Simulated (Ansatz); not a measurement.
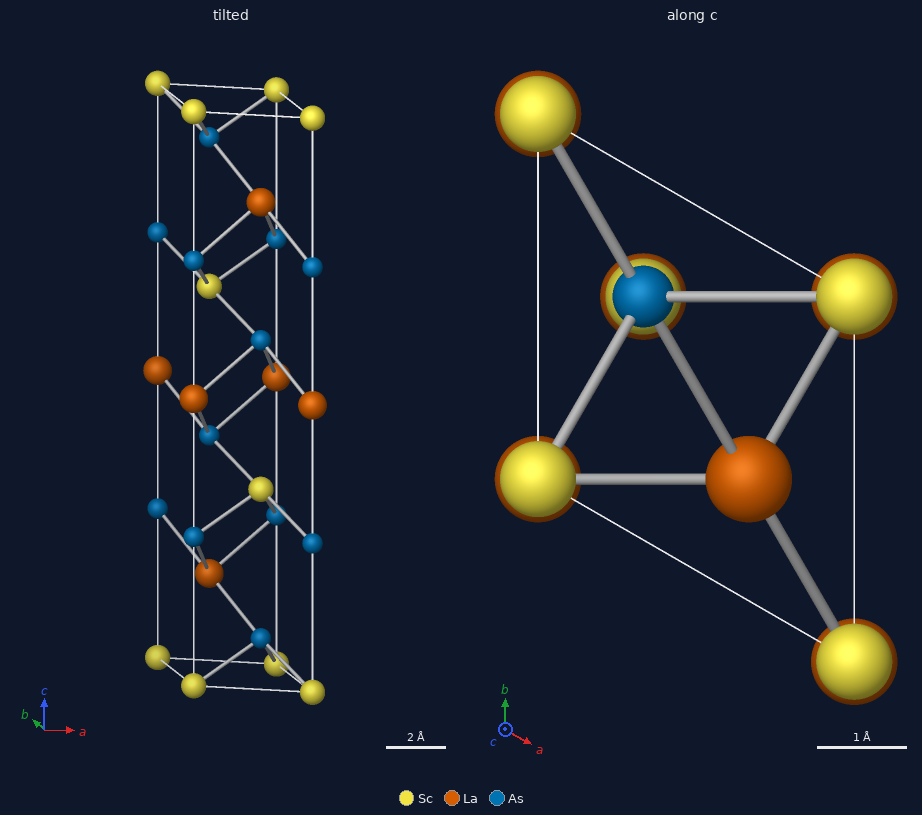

View slightly off an axis and along the c axis, drawn as a ball-and-stick model. The edges of the conventional unit cell are marked.

LaScAs2, space group R-3m (No. 166), a = 4.143 Å, b = 4.143 Å, c = 20.138 Å, α = 90.00°, β = 90.00°, γ = 120.00°. The structure was taken from a structure type filled with these elements by a generator (whether the compound takes this form wasn't checked). Earlier steps of the study may have refined or changed the cell and positions. It went into a calculation with Ansatz.

This one geometry was computed with Ansatz (DFT, plane waves, PAW) at three levels of theory: r2SCAN, PBE with spin-orbit coupling and PBE. It was relaxed beforehand with r2SCAN.

How does the band gap change with the level of theory?

All levels give a metal.

Collect the results in a table.

| level | cutoff (eV) | k-mesh of the run's cell | gap (eV) | pressure (GPa) |
| --- | --- | --- | --- | --- |
| r2SCAN | 500 | 8×8×8 | metal | 0.0 |
| PBE with spin-orbit coupling | 420 | 8×8×8 | metal | 0.0 |
| PBE | 420 | 8×8×8 | metal | 0.0 |

Gaps are taken on the k-mesh or band path of each run.
